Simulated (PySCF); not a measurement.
Input

```
{"job": {"kind": "nmr", "xc": "PBE0", "basis": "pcSseg-1"}, "charge": 0, "multiplicity": 1}
F      3.297429     2.040762     0.566145
Al     2.009415     1.457289    -0.277600
C      0.819824    -0.096581     0.252255
C      0.656252    -1.460919    -0.425378
C     -0.785712    -1.880449    -0.098998
C     -1.589343    -0.573414     0.069361
C     -0.563268     0.557795    -0.099819
B     -0.623478     1.894616     0.681084
F     -1.542613     2.455236     1.417424
F      0.544932     2.600719     0.647210
H      1.730316     2.019073    -1.675385
H      0.813595    -0.284884     1.341469
H      0.778938    -1.354917    -1.505216
H      1.381974    -2.191149    -0.069702
H     -1.202479    -2.512066    -0.882288
H     -0.803423    -2.450282     0.830118
H     -2.043585    -0.526057     1.059181
H     -2.389105    -0.492792    -0.665618
H     -0.499475     0.807268    -1.171703
```

Launched as:

```sh
OMP_NUM_THREADS=1 python probes_run.py task.json out
```

Geometry: GFN2-xTB.

Theory: PBE0/pcSseg-1, SCF density, gas phase, non-relativistic (PySCF 2.14.0).

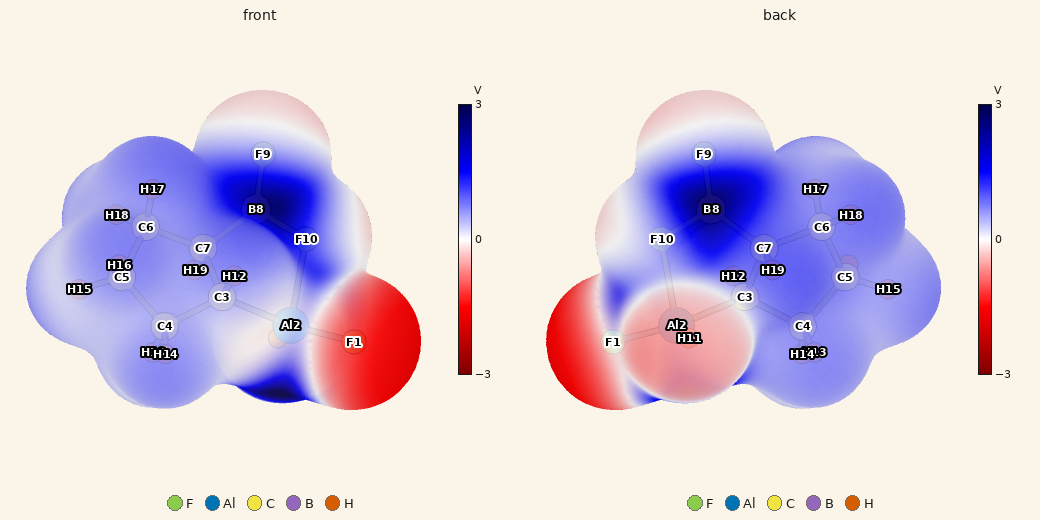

C5H9AlBF3. The electrostatic potential painted on the density surface at 0.002 e/bohr³, seen from the front and from behind; the colour scale runs from red (negative) to blue (positive).

Which sites attract a positive test charge, and which a negative one?

Answer. A positive charge is drawn to the negative regions and a negative charge to the positive ones. The most negative region (about −1.7 V) lies over F1, the most positive (about +2.7 V) over Al2 and B8.
